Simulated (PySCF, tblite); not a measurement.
**C2H12BN2Si2 radical: geometry, infrared bands and EPR parameters**

What infrared bands and EPR parameters should C2H12BN2Si2 radical (`[CH2]BN([SiH3])[SiH2]NC`) show?

The runs use tblite 0.8.0 and PySCF 2.14.0, with density-fitted response routines of our own; the level of theory stands in each step. All values are computed, except where a source is named. Atoms count from 0, in the outputs and in this text.

### 1 The starting structure

19 atoms, charge 0, multiplicity 2; geometry from: force field or distance geometry start.

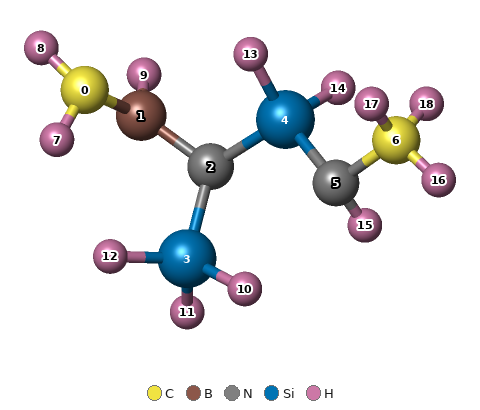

As it starts; carbon yellow, boron brown, nitrogen grey, silicon blue, hydrogen pink, atoms numbered.

### 2 Geometry optimisation with GFN2-xTB

The job: settings as JSON, then the geometry in Å.

```
{"job": {"kind": "relax", "xc": "GFN2-xTB", "basis": "xTB"}, "charge": 0, "multiplicity": 2}
C     -2.336900     1.820200     0.092300
B     -1.932500     0.954100    -1.176200
N     -0.929700    -0.185300    -1.042700
Si    -1.461300    -1.493900     0.000800
Si     0.735000     0.343600    -0.773200
N      1.657900    -0.790800     0.255700
C      3.018800    -0.285400     0.453100
H     -2.806400     1.210600     0.885000
H     -2.993700     2.668600    -0.226300
H     -2.041900     1.475400    -2.224000
H     -0.346900    -2.144400     0.715200
H     -2.053900    -2.538300    -0.869500
H     -2.456200    -0.988900     0.963100
H      0.683700     1.692500    -0.177000
H      1.349500     0.455600    -2.119500
H      1.771900    -1.706800    -0.222400
H      3.700100    -1.079400     0.857200
H      3.039100     0.546400     1.181800
H      3.393600     0.055500    -0.535500
```

Started as:

```sh
> OMP_NUM_THREADS=1 python probes_run.py task.json out
```

One launch serves the whole session: the jobs run in the order shown.

Log:

```text
step      E/eV     max force
  0    -568.54744    3.146
  1    -568.86663    2.288
  2    -569.23759    1.157
  3    -569.33451    0.818
  4    -569.43746    0.932
  5    -569.48495    1.026
  6    -569.61520    0.652
  7    -569.65347    0.543
  8    -569.70756    0.542
  9    -569.73028    0.355
 10    -569.75299    0.339
 11    -569.76820    0.333
 12    -569.78351    0.325
 13    -569.79803    0.311
 14    -569.81652    0.400
 15    -569.83643    0.358
 16    -569.85010    0.273
 17    -569.85801    0.234
 18    -569.86358    0.162
 19    -569.86822    0.128
 20    -569.87265    0.154
 21    -569.87643    0.167
 22    -569.87990    0.148
 23    -569.88371    0.146
 24    -569.88836    0.193
 25    -569.89409    0.200
 26    -569.90102    0.201
 27    -569.90868    0.185
 28    -569.91623    0.156
 29    -569.92346    0.193
 30    -569.93141    0.207
 31    -569.94115    0.223
 32    -569.95169    0.254
 33    -569.96044    0.214
 34    -569.96609    0.217
 35    -569.96920    0.333
 36    -569.97396    0.198
 37    -569.97987    0.189
 38    -569.98577    0.167
 39    -569.99004    0.214
 40    -569.99427    0.203
 41    -569.99993    0.193
 42    -570.00596    0.231
 43    -570.01132    0.166
 44    -570.01540    0.173
 45    -570.01863    0.138
 46    -570.02226    0.194
 47    -570.02665    0.142
 48    -570.03236    0.157
 49    -570.03454    0.125
 50    -570.03776    0.139
 51    -570.04120    0.171
 52    -570.04520    0.161
 53    -570.04868    0.132
 54    -570.05191    0.129
 55    -570.05579    0.186
 56    -570.06046    0.171
 57    -570.06570    0.229
 58    -570.07106    0.239
 59    -570.07612    0.133
 60    -570.07920    0.186
 61    -570.08212    0.194
 62    -570.08485    0.181
 63    -570.08816    0.209
 64    -570.09196    0.141
 65    -570.09507    0.106
 66    -570.09682    0.146
 67    -570.09851    0.112
 68    -570.10010    0.139
 69    -570.10202    0.115
 70    -570.10366    0.074
 71    -570.10504    0.078
 72    -570.10583    0.086
 73    -570.10695    0.071
 74    -570.10811    0.085
 75    -570.10952    0.097
 76    -570.11098    0.084
 77    -570.11191    0.076
 78    -570.11298    0.074
 79    -570.11429    0.074
 80    -570.11512    0.069
 81    -570.11586    0.075
 82    -570.11680    0.074
 83    -570.11823    0.084
 84    -570.11995    0.094
 85    -570.12151    0.096
 86    -570.12275    0.092
 87    -570.12387    0.120
 88    -570.12506    0.089
 89    -570.12623    0.120
 90    -570.12738    0.078
 91    -570.12834    0.069
 92    -570.12943    0.076
 93    -570.13159    0.091
 94    -570.13450    0.097
 95    -570.13553    0.272
 96    -570.13756    0.129
 97    -570.13900    0.126
 98    -570.14018    0.096
 99    -570.14187    0.183
100    -570.14389    0.163
101    -570.14585    0.191
102    -570.14861    0.102
103    -570.15044    0.217
104    -570.15120    0.120
105    -570.15275    0.071
106    -570.15367    0.114
107    -570.15501    0.106
108    -570.15591    0.091
109    -570.15699    0.055
110    -570.15781    0.068
111    -570.15831    0.110
112    -570.15891    0.056
113    -570.15938    0.066
114    -570.15993    0.082
115    -570.16033    0.065
116    -570.16109    0.062
117    -570.16185    0.050
118    -570.16272    0.064
119    -570.16350    0.066
120    -570.16415    0.059
121    -570.16460    0.061
122    -570.16504    0.045
123    -570.16536    0.045
124    -570.16560    0.049
125    -570.16578    0.054
126    -570.16624    0.057
127    -570.16664    0.059
128    -570.16706    0.052
129    -570.16739    0.041
130    -570.16767    0.037
131    -570.16796    0.037
132    -570.16829    0.036
133    -570.16862    0.041
134    -570.16893    0.036
135    -570.16919    0.033
136    -570.16938    0.036
137    -570.16954    0.057
138    -570.16971    0.041
139    -570.16992    0.052
140    -570.17018    0.046
141    -570.17044    0.045
142    -570.17075    0.042
143    -570.17126    0.067
144    -570.17185    0.073
145    -570.17235    0.052
146    -570.17269    0.036
147    -570.17291    0.032
148    -570.17311    0.030
149    -570.17336    0.035
150    -570.17365    0.032
151    -570.17398    0.033
152    -570.17436    0.047
153    -570.17482    0.048
154    -570.17537    0.053
155    -570.17590    0.049
156    -570.17631    0.038
157    -570.17656    0.035
158    -570.17681    0.032
159    -570.17708    0.034
160    -570.17737    0.035
161    -570.17769    0.037
162    -570.17809    0.053
163    -570.17857    0.056
164    -570.17913    0.053
165    -570.17965    0.062
166    -570.18020    0.057
167    -570.18069    0.047
168    -570.18131    0.061
169    -570.18206    0.076
170    -570.18296    0.087
171    -570.18384    0.077
172    -570.18459    0.053
173    -570.18498    0.070
174    -570.18546    0.055
175    -570.18583    0.047
176    -570.18647    0.035
177    -570.18673    0.039
178    -570.18710    0.041
179    -570.18741    0.044
180    -570.18776    0.037
181    -570.18805    0.033
182    -570.18822    0.035
183    -570.18832    0.020
184    -570.18841    0.027
185    -570.18850    0.023
186    -570.18859    0.022
187    -570.18867    0.019
188    -570.18875    0.021
189    -570.18880    0.022
190    -570.18887    0.024
191    -570.18896    0.025
192    -570.18906    0.025
193    -570.18916    0.020
194    -570.18927    0.023
195    -570.18937    0.029
196    -570.18948    0.027
197    -570.18957    0.024
198    -570.18968    0.020
199    -570.18979    0.025
200    -570.18992    0.035
201    -570.18993    0.050
202    -570.19017    0.026
203    -570.19030    0.028
204    -570.19060    0.031
205    -570.19074    0.042
206    -570.19088    0.035
207    -570.19116    0.038
208    -570.19138    0.056
209    -570.19159    0.032
210    -570.19212    0.031
211    -570.19226    0.039
212    -570.19250    0.037
213    -570.19272    0.043
214    -570.19293    0.043
215    -570.19314    0.054
216    -570.19333    0.040
217    -570.19345    0.018
218    -570.19350    0.017
219    -570.19354    0.018
220    -570.19364    0.026
221    -570.19377    0.030
222    -570.19400    0.041
223    -570.19427    0.046
224    -570.19453    0.033
225    -570.19476    0.038
226    -570.19492    0.032
227    -570.19505    0.027
228    -570.19515    0.022
229    -570.19524    0.019
230    -570.19534    0.018
231    -570.19540    0.020
232    -570.19549    0.015
233    -570.19553    0.014
234    -570.19557    0.012
235    -570.19562    0.015
236    -570.19566    0.014
237    -570.19570    0.013
238    -570.19572    0.012
239    -570.19574    0.010
```

It took 2.1 s on 1 thread of Arm Neoverse V1, shared host; peak memory 0.18 GiB.

Along the way: (not every step is listed)

| step | energy from step 0 (eV) | largest force (eV/Å) |
| --- | --- | --- |
| 0 | 0.0000 | 3.1459 |
| 1 | -0.3192 | 2.2879 |
| 2 | -0.6901 | 1.1570 |
| 3 | -0.7871 | 0.8178 |
| 4 | -0.8900 | 0.9323 |
| 5 | -0.9375 | 1.0257 |
| 6 | -1.0678 | 0.6525 |
| 7 | -1.1060 | 0.5434 |
| 8 | -1.1601 | 0.5420 |
| 30 | -1.3840 | 0.2069 |
| 52 | -1.4978 | 0.1612 |
| 74 | -1.5607 | 0.0849 |
| 96 | -1.5901 | 0.1295 |
| 118 | -1.6153 | 0.0637 |
| 140 | -1.6227 | 0.0458 |
| 162 | -1.6306 | 0.0535 |
| 184 | -1.6410 | 0.0275 |
| 206 | -1.6434 | 0.0351 |
| 228 | -1.6477 | 0.0224 |
| 234 | -1.6481 | 0.0121 |
| 235 | -1.6482 | 0.0145 |
| 236 | -1.6482 | 0.0145 |
| 237 | -1.6483 | 0.0131 |
| 238 | -1.6483 | 0.0115 |
| 239 | -1.6483 | 0.0104 |

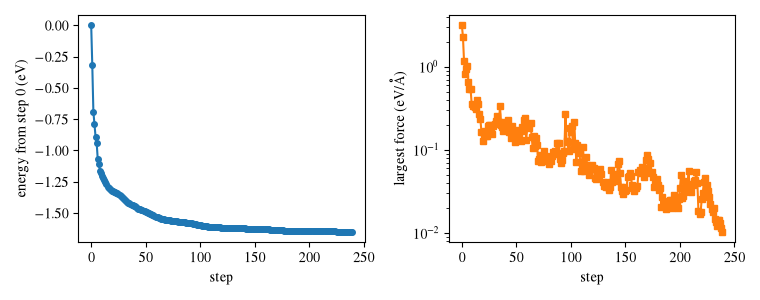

Energy and largest force along the relaxation.

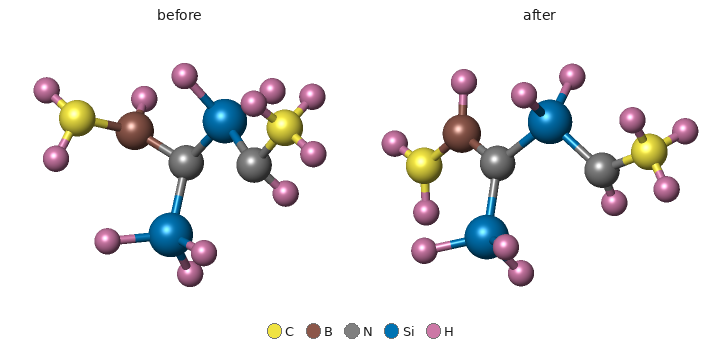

The geometry before (left) and after (right).

Distances of close pairs at the start and the end, largest changes first:

| bond | before (Å) | after (Å) | change (Å) |
| --- | --- | --- | --- |
| B1–N2 | 1.524 | 1.433 | -0.091 |
| C0–B1 | 1.588 | 1.504 | -0.084 |
| Si4–N5 | 1.788 | 1.715 | -0.073 |
| C0–H8 | 1.119 | 1.080 | -0.040 |
| N5–H15 | 1.040 | 1.009 | -0.031 |
| C6–H16 | 1.122 | 1.091 | -0.030 |
| C0–H7 | 1.105 | 1.079 | -0.025 |
| N5–C6 | 1.465 | 1.441 | -0.024 |

The final coordinates are the input of the step that follows.

### 3 Vibrational analysis with GFN2-xTB

The job: settings as JSON, then the geometry in Å.

```
{"job": {"kind": "ir", "xc": "GFN2-xTB", "basis": "xTB"}, "charge": 0, "multiplicity": 2}
C     -3.199588     0.979045    -0.931110
B     -1.743170     1.312759    -0.759089
N     -0.805379     0.389995    -0.192206
Si    -1.320732    -1.003500     0.734410
Si     0.898741     0.762920    -0.356556
N      1.742774    -0.720663    -0.186444
C      3.182006    -0.773834    -0.142535
H     -3.611405    -0.008650    -0.790716
H     -3.923033     1.695320    -1.290409
H     -1.331291     2.349052    -1.135255
H     -0.282217    -1.339782     1.706032
H     -1.544893    -2.126364    -0.190602
H     -2.553126    -0.671924     1.452769
H      1.342163     1.621554     0.748948
H      1.096551     1.430328    -1.652070
H      1.351756    -1.543648    -0.619632
H      3.510117    -1.691187     0.349434
H      3.541844     0.076910     0.430625
H      3.639078    -0.729080    -1.137561
```

Log:

```text
mode    cm-1     km/mol
  1      25.2      0.13
  2      68.8      0.86
  3      76.8      1.18
  4     121.8      0.22
  5     127.3      1.36
  6     162.2      1.83
  7     192.6      0.51
  8     233.8      3.46
  9     243.0      1.65
 10     281.6      4.42
 11     316.9      0.21
 12     391.6     10.79
 13     500.3     51.92
 14     532.4     69.83
 15     551.3      8.67
 16     589.4     58.45
 17     595.3    120.49
 18     608.4     15.63
 19     659.7      5.03
 20     754.6    211.96
 21     765.0     47.74
 22     772.5    284.86
 23     792.3    289.57
 24     796.6     63.03
 25     814.2    125.66
 26     821.0    222.83
 27     833.1    293.52
 28     953.3    274.51
 29    1060.9     75.72
 30    1068.5     24.06
 31    1103.8    112.11
 32    1112.3      9.00
 33    1164.3     89.74
 34    1269.0    192.42
 35    1357.9     92.93
 36    1422.6      2.63
 37    1434.7      1.85
 38    1494.0      3.56
 39    1504.4      2.31
 40    2167.6    234.15
 41    2177.5    481.65
 42    2217.7    200.19
 43    2234.2    307.33
 44    2266.8    273.88
 45    2564.8    211.26
 46    2904.3     83.17
 47    2976.4     52.85
 48    3035.7     31.77
 49    3073.3     32.54
 50    3099.7     65.47
 51    3444.1     12.55
```

Wall time 0.81 s (1 thread of Arm Neoverse V1, shared host); peak memory 0.18 GiB.

Which atoms move in the most intense modes:

| cm⁻¹ | km/mol | atoms |
| --- | --- | --- |
| 772 | 284.9 | H11 42 %, H12 16 % |
| 792 | 289.6 | H11 26 %, H12 24 %, H10 20 % |
| 833 | 293.5 | Si4 30 %, N5 21 % |
| 953 | 274.5 | N2 69 %, Si4 13 % |
| 2168 | 234.2 | H11 92 % |
| 2178 | 481.6 | H14 71 %, H13 20 % |
| 2234 | 307.3 | H12 91 % |
| 2267 | 273.9 | H10 92 % |

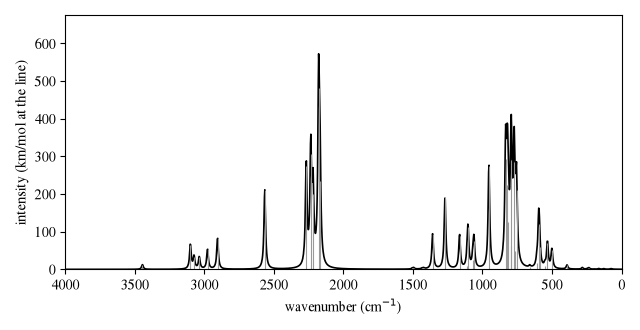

The infrared spectrum from these modes, unscaled. Lines are broadened to a width of 14 cm⁻¹ (Lorentzian).

### 4 g tensor and hyperfine couplings: B3LYP/pcH-1

The job, as its differences from that of step 3:

```diff
@@ -1,2 +1,2 @@
-{"job": {"kind": "ir", "xc": "GFN2-xTB", "basis": "xTB"}, "charge": 0, "multiplicity": 2}
+{"job": {"kind": "epr", "basis": "pcH-1"}, "charge": 0, "multiplicity": 2}
 C     -3.199588     0.979045    -0.931110
```

With the program's defaults for keys left out, this is: UKS B3LYP, pcH-1 on B C H N Si, non-relativistic, mean-field spin-orbit, GIAO.

Log:

```text
UKS, coarse grid
  cycle   1  E = -796.77217189  |g| = 4.53e-01
  cycle   2  E = -796.68176675  |g| = 6.37e-01
  cycle   3  E = -796.85438828  |g| = 1.07e-01
  cycle   4  E = -796.85883205  |g| = 4.26e-02
  cycle   5  E = -796.85967935  |g| = 1.36e-02
  cycle   6  E = -796.85975278  |g| = 4.67e-03
  cycle   7  E = -796.85976529  |g| = 1.13e-03
  cycle   8  E = -796.85976553  |g| = 4.47e-04
UKS, final grid
  cycle   1  E = -796.85968133  |g| = 4.68e-04
  cycle   2  E = -796.85968131  |g| = 5.26e-04
  cycle   3  E = -796.85968145  |g| = 7.43e-05
  cycle   4  E = -796.85968145  |g| = 3.38e-05
  cycle   5  E = -796.85968145  |g| = 1.41e-05
E = -796.85968145 Eh   <S^2> = 0.7536 (exact 0.7500)
g shifts (ppm)      1          2          3
  rmc          -131       -131       -131
  gc              8         32         29
  oz_so          -2        658        879
  total        -126        559        777
hyperfine (MHz)  atom isotope    a_iso     a_fc   dipolar eigenvalues
    0   13C      59.84      59.92    -68.20    -67.48    135.67
    1   11B     -23.76     -23.76     -6.85      0.02      6.83
    2   14N       4.31       4.32     -5.31     -4.63      9.94
    3  29Si       1.82       1.81     -1.50      0.56      0.94
    4  29Si       6.03       6.04     -0.22     -0.04      0.26
    5   14N       0.67       0.67     -0.11     -0.08      0.19
    6   13C       0.12       0.12     -0.13     -0.12      0.25
    7    1H     -51.27     -51.28    -32.55     -1.46     34.00
    8    1H     -52.03     -52.04    -32.78     -1.43     34.21
    9    1H       2.82       2.82     -5.90     -3.34      9.24
   10    1H       6.20       6.20     -1.09     -0.98      2.07
   11    1H       3.64       3.64     -1.51     -1.32      2.83
   12    1H      -0.79      -0.79     -3.12     -1.97      5.08
   13    1H       5.91       5.91     -0.99     -0.83      1.82
   14    1H       3.02       3.02     -1.20     -0.91      2.11
   15    1H       0.05       0.05     -0.87     -0.73      1.60
   16    1H       0.03       0.03     -0.27     -0.24      0.52
   17    1H      -0.01      -0.01     -0.33     -0.28      0.62
   18    1H      -0.06      -0.06     -0.31     -0.27      0.58
```

It took 2 min on 1 thread of Arm Neoverse V1, shared host; peak memory 0.98 GiB.

Principal g values 2.00219, 2.00288, 2.00310; g(iso) = 2.00272, against 2.00232 for a free electron.

Hyperfine couplings; where a row names several nuclei, a(iso) is their mean (it holds for fast rotation or exchange) and the dipolar term the largest among them:

| nuclei | isotope | a(iso) (MHz) | a(iso) (G, at g = 2.0023) | largest dipolar term (MHz) |
| --- | --- | --- | --- | --- |
| C0 | 13C | 59.8 | 21.4 | 135.7 |
| H7, H8 | 1H | -51.6 | -18.4 | 34.2 |
| B1 | 11B | -23.8 | -8.5 | -6.8 |
| Si4 | 29Si | 6.0 | 2.2 | 0.3 |
| H13, H14 | 1H | 4.5 | 1.6 | 2.1 |
| N2 | 14N | 4.3 | 1.5 | 9.9 |
| H10, H11, H12 | 1H | 3.0 | 1.1 | 5.1 |
| H9 | 1H | 2.8 | 1.0 | 9.2 |
| Si3 | 29Si | 1.8 | 0.6 | -1.5 |
| N5 | 14N | 0.7 | 0.2 | 0.2 |
| C6 | 13C | 0.1 | 0.0 | 0.3 |
| H15 | 1H | 0.1 | 0.0 | 1.6 |
| H16, H17, H18 | 1H | 0.0 | 0.0 | 0.6 |

Mulliken spin populations:

C0 0.93; B1 0.04; N2 0.10; Si3 0.00; Si4 0.00; N5 0.00; C6 0.00; H7 -0.04; H8 -0.04; H9 0.00; H10 0.00; H11 0.00; H12 0.00; H13 0.00; H14 0.00; H15 0.00; H16 0.00; H17 0.00; H18 0.00

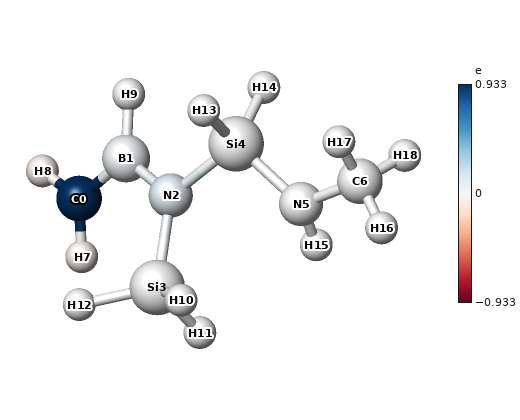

Mulliken spin populations, as colours on the atoms.

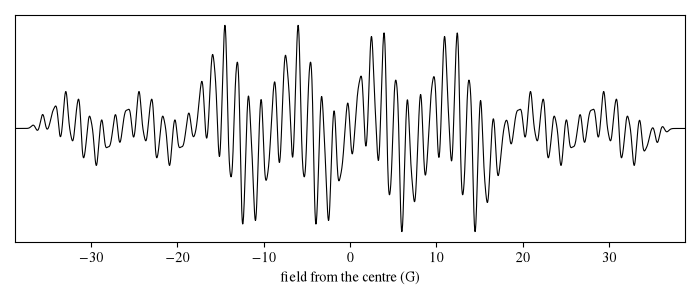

First-order isotropic spectrum (first derivative, main isotopes with spin only, couplings over 0.8 MHz, Gaussian width 0.3 G; couplings of the frozen geometry, rotation of groups not averaged beyond the rows shown).

The fields below are evaluated on a grid from the run's orbitals.

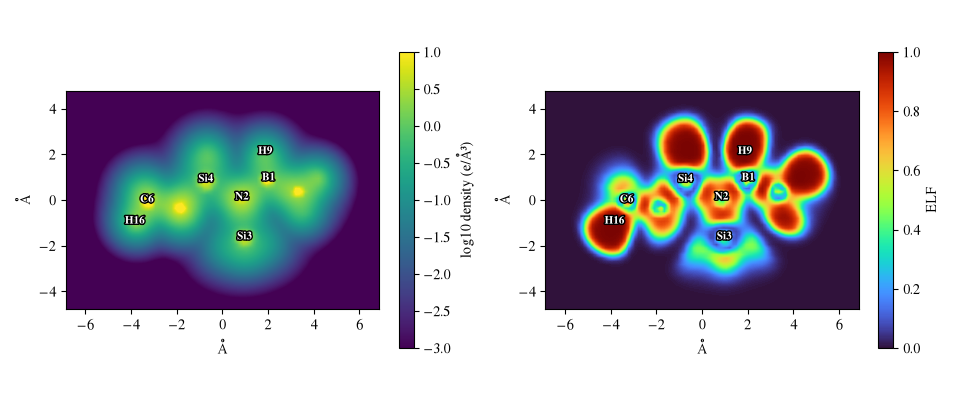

Density (left) and ELF (right) in a plane through or near 7 of the atoms.

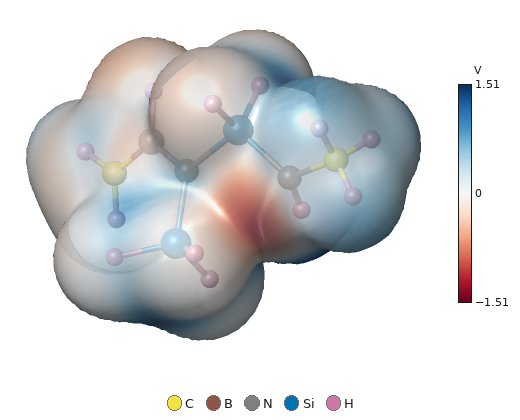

The potential that a unit positive charge feels on the 0.002 e/bohr³ surface, from -0.68 to 1.51 V.

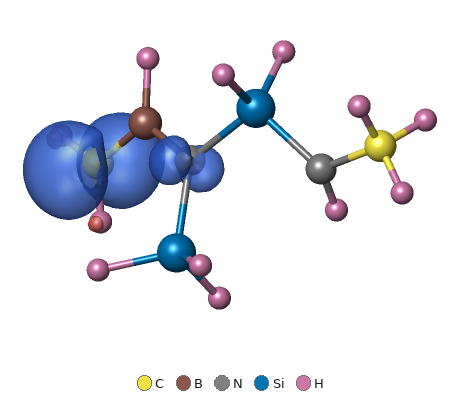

Spin density at ±0.04 e/Å³ (alpha excess blue, beta excess red).

### 5 What came out

| quantity | value |
| --- | --- |
| strongest single infrared mode (GFN2-xTB) | 2178 cm⁻¹, 482 km/mol |
| zero-point energy (GFN2-xTB) | 85.4 kcal/mol |
| g(iso) (B3LYP) | 2.00272 |
| ⟨S²⟩ | 0.754 (exact 0.75) |
| largest a(iso) (averaged by class) | 13C on C0, 59.8 MHz |
| potential on the surface of density 0.002 e/bohr³, 1st and 99th percentile | -0.68 V and 1.51 V |

**Reading.** The optimisation took 239 steps and gained 1.648 eV; among the close pairs (by a distance rule), B1–N2 changed most, from 1.524 to 1.433 Å. All 51 modes are real, so the xTB geometry is a minimum. The strongest single mode, at 2178 cm⁻¹, moves mainly H14. GFN2-xTB is a fitted tight-binding method: band positions and strengths are rough. Its intensities can rank the bands wrongly. C0 carries the largest spin population, 0.93 e. The isotropic g lies 0.4 ppt above the free-electron value. These values are for one conformer; the search (at its own cheap level) found 2 more, at 0.85, 1.18 kcal/mol, and measured spectra average over such forms.
